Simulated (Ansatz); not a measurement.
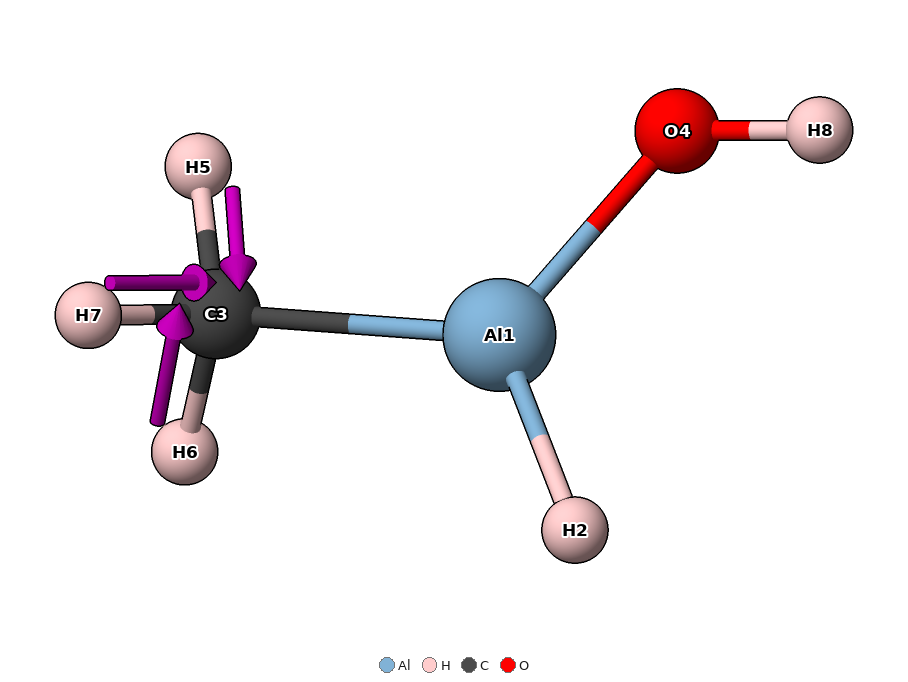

The arrows show one normal mode. Harmonic vibrations computed with RKS PBE0-D4/def2-TZVP (Ansatz 0.2.0) at a stationary point of the same level.

Question: What kind of motion is it?

Answer: Mostly in-phase stretching of 3 C–H bonds.

Question: At what wavenumber does it lie?

Answer: 3039 cm⁻¹; it is mode 15 of 18 counted from the lowest.
